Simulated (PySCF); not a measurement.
**C2H7NO2Si: NMR shifts at several levels of theory, part 1 of 2**

Aim: compute the NMR shifts of C2H7NO2Si (`N[SiH]1OCCO1`) at several levels, and see how far they spread and what each costs.

Computed with PySCF 2.14.0, with density-fitted response routines of our own, on a single molecule in the gas phase. Atoms count from 0, in the outputs and in this text.

## 1. Starting geometry

13 atoms, charge 0, multiplicity 1; geometry from: PBE0-D3(BJ)/def2-SVP.

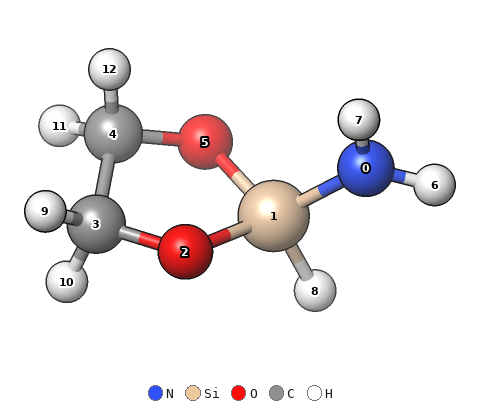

As it starts; nitrogen blue, silicon light orange, oxygen red, carbon grey, hydrogen white, atoms numbered.

## 2. NMR shieldings: PBE0/6-31G*

What the job is given:

```
{"job": {"kind": "nmr", "xc": "PBE0", "basis": "6-31G*", "pop": true}, "charge": 0, "multiplicity": 1}
N      1.696649    -0.049374     0.524567
Si     0.507371    -0.055131    -0.684298
O     -0.372522    -1.484427    -0.681800
C     -1.747565    -1.206921    -0.831674
C     -1.990011     0.188956    -0.240703
O     -0.826239     0.947682    -0.481213
H      2.641763     0.262816     0.347151
H      1.540476    -0.327873     1.484611
H      1.200110     0.276482    -1.952707
H     -2.341686    -1.978672    -0.316298
H     -2.024745    -1.227316    -1.903170
H     -2.861985     0.680221    -0.701953
H     -2.179499     0.120959     0.847892
```

With the program's defaults for keys left out, this is: GIAO PBE0/6-31G* NMR shielding, non-relativistic, gas phase.

The run is started by

```console
$ OMP_NUM_THREADS=1 python probes_run.py task.json out
```

This one command runs all jobs of the session in turn.

The program printed:

```text
coarse grid: 11376 points
cycle   1  E = -574.6528434151  dE =  8.675e-01  |g| = 8.921e-01  |ddm| = 3.306e+00
cycle   2  E = -574.4810306922  dE =  1.718e-01  |g| = 1.301e+00  |ddm| = 1.807e+00
cycle   3  E = -574.8062949131  dE = -3.253e-01  |g| = 8.029e-02  |ddm| = 1.153e+00
cycle   4  E = -574.8071883425  dE = -8.934e-04  |g| = 4.497e-02  |ddm| = 7.977e-02
cycle   5  E = -574.8076176269  dE = -4.293e-04  |g| = 7.899e-03  |ddm| = 3.665e-02
cycle   6  E = -574.8076309059  dE = -1.328e-05  |g| = 2.120e-03  |ddm| = 7.560e-03
cycle   7  E = -574.8076319715  dE = -1.066e-06  |g| = 2.893e-04  |ddm| = 2.038e-03
final grid: 105360 points
cycle   8  E = -574.7463238036  dE = -1.072e-05  |g| = 1.087e-02  |ddm| = 1.648e-02
cycle   9  E = -574.7462969301  dE =  2.687e-05  |g| = 1.608e-02  |ddm| = 1.840e-02
cycle  10  E = -574.7463479207  dE = -5.099e-05  |g| = 9.107e-04  |ddm| = 1.115e-02
cycle  11  E = -574.7463481124  dE = -1.917e-07  |g| = 1.083e-04  |ddm| = 9.226e-04
cycle  12  E = -574.7463481150  dE = -2.641e-09  |g| = 3.171e-05  |ddm| = 1.268e-04
cycle  13  E = -574.7463481152  dE = -1.625e-10  |g| = 1.892e-05  |ddm| = 4.429e-05
converged SCF energy = -574.7463481152

GIAO shielding tensors (ppm)
atom      isotropic    diamagn.    paramagn.     s11        s22        s33       span
  0 N      234.816     322.443     -87.628    213.395    217.296    273.756     60.361
  1 Si     425.881     880.976    -455.095    395.700    431.467    450.476     54.776
  2 O      289.429     392.566    -103.137    245.681    285.778    336.830     91.149
  3 C      132.080     241.426    -109.346    105.020    123.258    167.963     62.944
  4 C      132.821     241.815    -108.994    109.385    121.920    167.159     57.774
  5 O      285.561     392.612    -107.050    234.690    280.865    341.129    106.439
  6 H       31.203      29.184       2.019     25.144     26.929     41.537     16.392
  7 H       31.437      30.537       0.900     24.404     27.578     42.330     17.927
  8 H       27.032      29.738      -2.707     22.954     24.669     33.471     10.518
  9 H       28.199      28.000       0.198     24.474     26.778     33.344      8.869
 10 H       28.140      27.953       0.187     23.197     26.468     34.756     11.559
 11 H       28.252      28.183       0.069     24.561     26.695     33.500      8.939
 12 H       28.115      29.220      -1.105     23.525     26.392     34.428     10.903
```

Run time: 8.5 s. Hardware: 1 thread of Arm Neoverse V1, shared host; peak memory 0.58 GiB.

The references, computed at this level on geometries of the same kind, shield at (ppm): 1H TMS 31.96, 13C TMS 194.1, 29Si TMS 418.1, 15N NH3 259.4, 17O H2O 324.2. Their shielding less the atom's gives the shift. The references are single molecules in the gas phase, so shifts against H2O, NH3, PH3, H3PO4 or CFCl3 are not on the usual liquid scales and can be off by tens of ppm. Atoms listed in one row are averaged.

| atoms | environment | σ (ppm) | δ (ppm) |
| --- | --- | --- | --- |
| C3, C4 | sp3 CH2 bonded to O | 132.5 | 61.7 |
| H8 | hydrogen on a silicon bonded to N, 2 O, in a 5-membered ring | 27.03 | 4.93 |
| H9, H12 | hydrogen on an sp3 CH2 bonded to O | 28.16 | 3.81 |
| H10, H11 | hydrogen on an sp3 CH2 bonded to O | 28.20 | 3.77 |
| H6, H7 | hydrogen on a nitrogen bonded to Si | 31.32 | 0.64 |
| N0 | nitrogen bonded to Si, 2 H | 234.8 | 24.6 |
| Si1 | silicon bonded to N, 2 O, H, in a 5-membered ring | 425.9 | -7.8 |
| O2, O5 | oxygen bonded to C, Si, in a 5-membered ring | 287.5 | 36.7 |

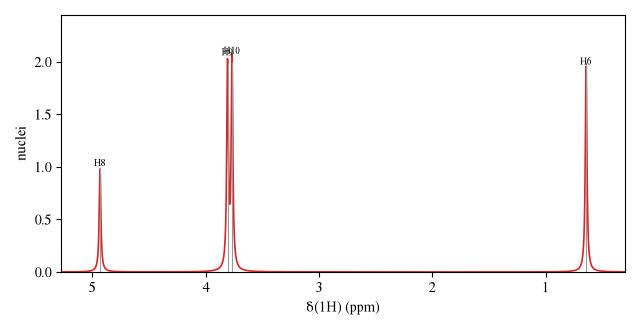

1H lines at the computed shifts, without couplings. Lines are broadened to a width of 0.02 ppm (Lorentzian).

The run also stored atomic charges by several schemes (e):

| atoms | Mulliken | IAO | Hirshfeld | ESP fit |
| --- | --- | --- | --- | --- |
| N0 | -0.92 | -0.84 | -0.30 | -1.20 |
| Si1 | 0.97 | 1.34 | 0.44 | 1.04 |
| O2, O5 | -0.58 | -0.64 | -0.26 | -0.50 |
| C3, C4 | -0.09 | -0.07 | 0.01 | 0.10 |

IAO charges:

N0 -0.84; Si1 1.34; O2 -0.64; C3 -0.07; C4 -0.07; O5 -0.65; H6 0.28; H7 0.27; H8 -0.16; H9 0.14; H10 0.12; H11 0.14; H12 0.12

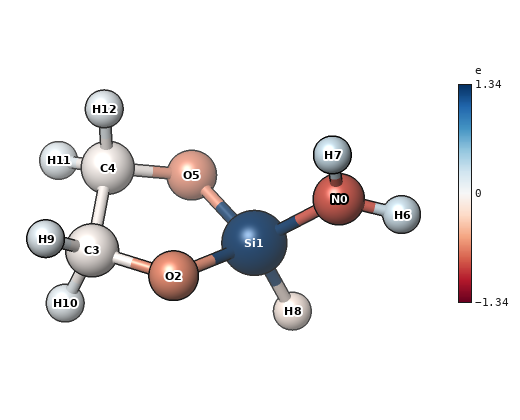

IAO charges, as colours on the atoms.

Mayer bond orders: N0–Si1 1.13, Si1–O2 0.97, O2–C3 0.92, C3–C4 0.97, C4–O5 0.92, O5–Si1 0.97.

Ring of atoms Si1, O2, C3, C4, O5: NICS(0) -6.5, NICS(1) -2.4, NICS(1)zz -3.8 ppm (means of both faces).

## 3. Shielding tensors: PBE0/6-311+G(2d,p)

Settings changed since step 2:

```diff
@@ -1,2 +1,2 @@
-{"job": {"kind": "nmr", "xc": "PBE0", "basis": "6-31G*", "pop": true}, "charge": 0, "multiplicity": 1}
+{"job": {"kind": "nmr", "xc": "PBE0", "basis": "6-311+G(2d,p)", "pop": true}, "charge": 0, "multiplicity": 1}
 N      1.696649    -0.049374     0.524567
```

Level: GIAO PBE0/6-311+G(2d,p) NMR shielding, non-relativistic, gas phase.

The program printed:

```text
coarse grid: 11376 points
cycle   1  E = -574.7174182999  dE =  8.476e-01  |g| = 9.389e-01  |ddm| = 3.111e+00
cycle   2  E = -574.4839442832  dE =  2.335e-01  |g| = 1.464e+00  |ddm| = 1.701e+00
cycle   3  E = -574.8740624379  dE = -3.901e-01  |g| = 9.929e-02  |ddm| = 1.149e+00
cycle   4  E = -574.8752375746  dE = -1.175e-03  |g| = 5.656e-02  |ddm| = 8.465e-02
cycle   5  E = -574.8758491300  dE = -6.116e-04  |g| = 1.169e-02  |ddm| = 3.982e-02
cycle   6  E = -574.8758754382  dE = -2.631e-05  |g| = 1.947e-03  |ddm| = 1.002e-02
cycle   7  E = -574.8758762389  dE = -8.007e-07  |g| = 6.218e-04  |ddm| = 2.116e-03
final grid: 105360 points
cycle   8  E = -574.8821234200  dE = -4.169e-05  |g| = 1.297e-02  |ddm| = 4.848e-02
cycle   9  E = -574.8820836027  dE =  3.982e-05  |g| = 1.964e-02  |ddm| = 1.747e-02
cycle  10  E = -574.8821522711  dE = -6.867e-05  |g| = 1.227e-03  |ddm| = 1.161e-02
cycle  11  E = -574.8821525608  dE = -2.897e-07  |g| = 3.303e-04  |ddm| = 1.065e-03
cycle  12  E = -574.8821525859  dE = -2.502e-08  |g| = 3.853e-05  |ddm| = 2.963e-04
cycle  13  E = -574.8821525861  dE = -2.183e-10  |g| = 2.210e-05  |ddm| = 5.480e-05
converged SCF energy = -574.8821525861

GIAO shielding tensors (ppm)
atom      isotropic    diamagn.    paramagn.     s11        s22        s33       span
  0 N      228.846     321.567     -92.720    202.970    210.832    272.738     69.768
  1 Si     366.235     874.874    -508.639    328.647    378.205    391.853     63.206
  2 O      272.592     387.341    -114.749    227.543    273.988    316.245     88.701
  3 C      120.723     236.281    -115.558     90.747    111.022    160.400     69.654
  4 C      121.557     238.905    -117.349     95.253    109.856    159.561     64.307
  5 O      270.926     388.653    -117.728    218.079    267.327    327.370    109.291
  6 H       30.545      30.618      -0.073     24.929     26.387     40.318     15.389
  7 H       30.767      32.146      -1.379     24.395     26.996     40.911     16.516
  8 H       26.541      27.769      -1.228     22.565     24.510     32.549      9.984
  9 H       27.621      29.118      -1.497     24.053     26.059     32.752      8.699
 10 H       27.664      27.911      -0.247     22.742     26.021     34.230     11.488
 11 H       27.709      29.500      -1.792     24.148     26.033     32.945      8.797
 12 H       27.650      29.614      -1.964     23.098     25.903     33.950     10.853
```

Wall time 21 s (1 thread of Arm Neoverse V1, shared host); peak memory 0.95 GiB.

This run: δ C3 65.3, N0 33.0, Si1 -21.8, O2 54.8, H8 4.97, H9 3.87 ppm (means over like atoms).

## 4. Nuclear shieldings: PBE0/def2-SVP

Settings changed since step 3:

```diff
@@ -1,2 +1,2 @@
-{"job": {"kind": "nmr", "xc": "PBE0", "basis": "6-311+G(2d,p)", "pop": true}, "charge": 0, "multiplicity": 1}
+{"job": {"kind": "nmr", "xc": "PBE0", "basis": "def2-SVP", "pop": true}, "charge": 0, "multiplicity": 1}
 N      1.696649    -0.049374     0.524567
```

Level: GIAO PBE0/def2-SVP NMR shielding, non-relativistic, gas phase.

The program printed:

```text
coarse grid: 11376 points
cycle   1  E = -574.2353537871  dE =  8.260e-01  |g| = 8.867e-01  |ddm| = 3.650e+00
cycle   2  E = -574.0678787432  dE =  1.675e-01  |g| = 1.289e+00  |ddm| = 1.861e+00
cycle   3  E = -574.3851505730  dE = -3.173e-01  |g| = 7.959e-02  |ddm| = 1.188e+00
cycle   4  E = -574.3860093395  dE = -8.588e-04  |g| = 4.448e-02  |ddm| = 8.116e-02
cycle   5  E = -574.3864258749  dE = -4.165e-04  |g| = 7.721e-03  |ddm| = 3.726e-02
cycle   6  E = -574.3864384050  dE = -1.253e-05  |g| = 1.932e-03  |ddm| = 7.605e-03
cycle   7  E = -574.3864392904  dE = -8.854e-07  |g| = 3.248e-04  |ddm| = 2.086e-03
final grid: 105360 points
cycle   8  E = -574.4679281221  dE = -1.360e-05  |g| = 1.133e-02  |ddm| = 2.219e-02
cycle   9  E = -574.4678982299  dE =  2.989e-05  |g| = 1.689e-02  |ddm| = 1.951e-02
cycle  10  E = -574.4679535031  dE = -5.527e-05  |g| = 8.169e-04  |ddm| = 1.204e-02
cycle  11  E = -574.4679536608  dE = -1.577e-07  |g| = 1.232e-04  |ddm| = 9.572e-04
cycle  12  E = -574.4679536640  dE = -3.280e-09  |g| = 3.205e-05  |ddm| = 1.372e-04
cycle  13  E = -574.4679536642  dE = -1.678e-10  |g| = 1.945e-05  |ddm| = 4.956e-05
converged SCF energy = -574.4679536642

GIAO shielding tensors (ppm)
atom      isotropic    diamagn.    paramagn.     s11        s22        s33       span
  0 N      241.098     314.016     -72.918    219.317    222.809    281.166     61.849
  1 Si     436.816     884.032    -447.216    405.977    444.895    459.576     53.599
  2 O      292.517     396.539    -104.022    245.200    292.765    339.585     94.385
  3 C      131.922     243.887    -111.965    102.744    123.063    169.961     67.217
  4 C      132.725     244.102    -111.377    106.990    121.787    169.398     62.409
  5 O      290.150     396.901    -106.751    237.185    288.462    344.803    107.618
  6 H       30.373      30.278       0.094     24.112     26.091     40.915     16.802
  7 H       30.594      32.103      -1.509     23.342     26.689     41.752     18.410
  8 H       26.872      30.682      -3.810     22.838     24.500     33.277     10.439
  9 H       27.706      27.978      -0.273     23.956     26.011     33.150      9.194
 10 H       27.818      28.172      -0.354     22.921     25.956     34.576     11.655
 11 H       27.789      27.669       0.120     24.104     25.969     33.294      9.190
 12 H       27.779      30.854      -3.075     23.181     25.860     34.296     11.115
```

Run time: 9.9 s. Hardware: 1 thread of Arm Neoverse V1, shared host; peak memory 0.67 GiB.

Key values: δ C3 61.4, N0 28.7, Si1 -29.6, O2 51.7, H8 4.47, H9 3.60 ppm (means over like atoms).

## 5. Nuclear shieldings: PBE0/def2-TZVP

Settings changed since step 4:

```diff
@@ -1,2 +1,2 @@
-{"job": {"kind": "nmr", "xc": "PBE0", "basis": "def2-SVP", "pop": true}, "charge": 0, "multiplicity": 1}
+{"job": {"kind": "nmr", "xc": "PBE0", "basis": "def2-TZVP", "pop": true}, "charge": 0, "multiplicity": 1}
 N      1.696649    -0.049374     0.524567
```

Method: GIAO PBE0/def2-TZVP NMR shielding, non-relativistic, gas phase.

The program printed:

```text
coarse grid: 11376 points
cycle   1  E = -574.7624246602  dE =  8.376e-01  |g| = 9.425e-01  |ddm| = 2.714e+00
cycle   2  E = -574.5397136125  dE =  2.227e-01  |g| = 1.452e+00  |ddm| = 1.731e+00
cycle   3  E = -574.9199389093  dE = -3.802e-01  |g| = 9.584e-02  |ddm| = 1.227e+00
cycle   4  E = -574.9210281184  dE = -1.089e-03  |g| = 5.651e-02  |ddm| = 7.421e-02
cycle   5  E = -574.9216410782  dE = -6.130e-04  |g| = 1.055e-02  |ddm| = 3.529e-02
cycle   6  E = -574.9216627680  dE = -2.169e-05  |g| = 1.997e-03  |ddm| = 7.283e-03
cycle   7  E = -574.9216636043  dE = -8.362e-07  |g| = 6.275e-04  |ddm| = 1.930e-03
final grid: 105360 points
cycle   8  E = -574.9138944586  dE = -4.405e-05  |g| = 1.238e-02  |ddm| = 3.677e-02
cycle   9  E = -574.9138594343  dE =  3.502e-05  |g| = 1.862e-02  |ddm| = 1.486e-02
cycle  10  E = -574.9139215509  dE = -6.212e-05  |g| = 1.183e-03  |ddm| = 9.476e-03
cycle  11  E = -574.9139218244  dE = -2.735e-07  |g| = 2.651e-04  |ddm| = 1.118e-03
cycle  12  E = -574.9139218402  dE = -1.578e-08  |g| = 4.066e-05  |ddm| = 2.330e-04
cycle  13  E = -574.9139218404  dE = -2.366e-10  |g| = 2.414e-05  |ddm| = 4.385e-05
converged SCF energy = -574.9139218404

GIAO shielding tensors (ppm)
atom      isotropic    diamagn.    paramagn.     s11        s22        s33       span
  0 N      231.246     315.304     -84.058    205.627    211.143    276.969     71.342
  1 Si     357.273     876.690    -519.416    319.445    369.543    382.833     63.388
  2 O      273.014     388.486    -115.472    225.588    274.844    318.610     93.022
  3 C      119.764     240.380    -120.616     89.793    109.977    159.522     69.730
  4 C      120.654     240.922    -120.267     94.413    108.675    158.874     64.461
  5 O      271.074     388.871    -117.796    215.362    269.779    328.082    112.721
  6 H       30.451      29.811       0.640     24.820     26.180     40.353     15.533
  7 H       30.745      31.249      -0.505     24.299     26.906     41.028     16.729
  8 H       26.549      29.636      -3.086     22.585     24.644     32.419      9.834
  9 H       27.615      28.675      -1.060     24.157     26.063     32.626      8.470
 10 H       27.690      28.537      -0.847     22.849     26.063     34.157     11.309
 11 H       27.704      28.718      -1.014     24.257     26.042     32.814      8.558
 12 H       27.687      30.178      -2.492     23.234     25.956     33.870     10.636
```

It took 26 s on 1 thread of Arm Neoverse V1, shared host; peak memory 0.97 GiB.

Key values: δ C3 66.4, N0 34.7, Si1 -25.7, O2 60.5, H8 4.93, H9 3.83 ppm (means over like atoms).

## 6. NMR shieldings: PBE0/cc-pVDZ

Settings changed since step 5:

```diff
@@ -1,2 +1,2 @@
-{"job": {"kind": "nmr", "xc": "PBE0", "basis": "def2-TZVP", "pop": true}, "charge": 0, "multiplicity": 1}
+{"job": {"kind": "nmr", "xc": "PBE0", "basis": "cc-pVDZ", "pop": true}, "charge": 0, "multiplicity": 1}
 N      1.696649    -0.049374     0.524567
```

Level: GIAO PBE0/cc-pVDZ NMR shielding, non-relativistic, gas phase.

The program printed:

```text
coarse grid: 11376 points
cycle   1  E = -574.6105833240  dE =  9.141e-01  |g| = 8.975e-01  |ddm| = 6.464e+00
cycle   2  E = -574.4343226195  dE =  1.763e-01  |g| = 1.314e+00  |ddm| = 2.883e+00
cycle   3  E = -574.7637435298  dE = -3.294e-01  |g| = 8.392e-02  |ddm| = 1.688e+00
cycle   4  E = -574.7647294395  dE = -9.859e-04  |g| = 4.615e-02  |ddm| = 1.600e-01
cycle   5  E = -574.7651778731  dE = -4.484e-04  |g| = 7.983e-03  |ddm| = 6.933e-02
cycle   6  E = -574.7651913703  dE = -1.350e-05  |g| = 2.151e-03  |ddm| = 1.398e-02
cycle   7  E = -574.7651924630  dE = -1.093e-06  |g| = 3.400e-04  |ddm| = 4.028e-03
final grid: 105360 points
cycle   8  E = -574.7745361049  dE = -1.174e-05  |g| = 1.087e-02  |ddm| = 4.639e-02
cycle   9  E = -574.7745094040  dE =  2.670e-05  |g| = 1.606e-02  |ddm| = 3.360e-02
cycle  10  E = -574.7745600724  dE = -5.067e-05  |g| = 9.804e-04  |ddm| = 1.963e-02
cycle  11  E = -574.7745602947  dE = -2.222e-07  |g| = 1.208e-04  |ddm| = 1.791e-03
cycle  12  E = -574.7745602978  dE = -3.146e-09  |g| = 3.809e-05  |ddm| = 2.506e-04
cycle  13  E = -574.7745602981  dE = -2.531e-10  |g| = 2.115e-05  |ddm| = 1.118e-04
converged SCF energy = -574.7745602981

GIAO shielding tensors (ppm)
atom      isotropic    diamagn.    paramagn.     s11        s22        s33       span
  0 N      244.013     309.695     -65.682    222.173    225.702    284.164     61.991
  1 Si     438.359     886.241    -447.882    404.242    445.788    465.047     60.805
  2 O      289.854     392.479    -102.625    245.011    290.974    333.575     88.564
  3 C      133.414     243.957    -110.543    104.182    124.932    171.127     66.945
  4 C      134.205     244.010    -109.806    108.318    123.798    170.498     62.180
  5 O      287.674     392.325    -104.651    236.253    286.743    340.026    103.774
  6 H       30.423      30.059       0.364     24.194     26.338     40.737     16.543
  7 H       30.707      31.633      -0.926     23.574     26.761     41.786     18.211
  8 H       26.792      31.107      -4.316     22.613     24.364     33.398     10.785
  9 H       27.571      28.359      -0.788     23.919     25.883     32.910      8.992
 10 H       27.661      28.383      -0.722     22.697     25.793     34.494     11.797
 11 H       27.645      28.088      -0.442     24.070     25.824     33.042      8.972
 12 H       27.591      30.766      -3.174     22.895     25.650     34.230     11.335
```

Wall time 11 s (1 thread of Arm Neoverse V1, shared host); peak memory 0.68 GiB.

In short: δ C3 62.9, N0 29.1, Si1 -19.8, O2 54.6, H8 4.50, H9 3.71 ppm (means over like atoms).

## 7. Nuclear shieldings: PBE0/cc-pVTZ

Settings changed since step 6:

```diff
@@ -1,2 +1,2 @@
-{"job": {"kind": "nmr", "xc": "PBE0", "basis": "cc-pVDZ", "pop": true}, "charge": 0, "multiplicity": 1}
+{"job": {"kind": "nmr", "xc": "PBE0", "basis": "cc-pVTZ", "pop": true}, "charge": 0, "multiplicity": 1}
 N      1.696649    -0.049374     0.524567
```

With the program's defaults for keys left out, this is: GIAO PBE0/cc-pVTZ NMR shielding, non-relativistic, gas phase.

The program printed:

```text
coarse grid: 11376 points
cycle   1  E = -574.7487786510  dE =  8.460e-01  |g| = 9.445e-01  |ddm| = 6.839e+00
cycle   2  E = -574.5352854971  dE =  2.135e-01  |g| = 1.442e+00  |ddm| = 2.880e+00
cycle   3  E = -574.9064277239  dE = -3.711e-01  |g| = 9.517e-02  |ddm| = 1.832e+00
cycle   4  E = -574.9075294935  dE = -1.102e-03  |g| = 5.547e-02  |ddm| = 1.693e-01
cycle   5  E = -574.9081157895  dE = -5.863e-04  |g| = 1.006e-02  |ddm| = 7.655e-02
cycle   6  E = -574.9081353450  dE = -1.956e-05  |g| = 2.143e-03  |ddm| = 1.485e-02
cycle   7  E = -574.9081363125  dE = -9.675e-07  |g| = 6.094e-04  |ddm| = 4.085e-03
final grid: 105360 points
cycle   8  E = -574.9009977400  dE = -5.267e-05  |g| = 1.315e-02  |ddm| = 8.401e-02
cycle   9  E = -574.9009585803  dE =  3.916e-05  |g| = 1.983e-02  |ddm| = 3.676e-02
cycle  10  E = -574.9010279643  dE = -6.938e-05  |g| = 1.174e-03  |ddm| = 2.201e-02
cycle  11  E = -574.9010282363  dE = -2.720e-07  |g| = 2.612e-04  |ddm| = 2.107e-03
cycle  12  E = -574.9010282515  dE = -1.523e-08  |g| = 4.018e-05  |ddm| = 4.060e-04
cycle  13  E = -574.9010282518  dE = -2.655e-10  |g| = 2.125e-05  |ddm| = 8.167e-05
converged SCF energy = -574.9010282518

GIAO shielding tensors (ppm)
atom      isotropic    diamagn.    paramagn.     s11        s22        s33       span
  0 N      234.676     302.473     -67.798    211.761    213.988    278.278     66.517
  1 Si     373.055     888.379    -515.324    332.551    386.736    399.879     67.328
  2 O      277.171     388.544    -111.373    229.954    279.348    322.210     92.256
  3 C      121.001     237.231    -116.230     91.669    111.494    159.840     68.171
  4 C      121.756     238.811    -117.054     96.093    110.192    158.983     62.890
  5 O      275.246     388.488    -113.242    220.502    274.919    330.316    109.814
  6 H       30.143      29.898       0.245     24.293     25.676     40.461     16.168
  7 H       30.442      31.001      -0.559     23.755     26.395     41.177     17.422
  8 H       26.504      29.907      -3.403     22.468     24.464     32.579     10.111
  9 H       27.424      28.723      -1.299     23.900     25.823     32.549      8.649
 10 H       27.512      28.748      -1.236     22.596     25.839     34.101     11.505
 11 H       27.517      28.739      -1.223     24.012     25.802     32.736      8.724
 12 H       27.494      30.491      -2.997     22.972     25.714     33.797     10.825
```

Run time: 36 s. Hardware: 1 thread of Arm Neoverse V1, shared host; peak memory 1.1 GiB.

Key values: δ C3 65.9, N0 32.1, Si1 -13.1, O2 58.6, H8 4.79, H9 3.83 ppm (means over like atoms).

(Continued in part 2 of 2.)
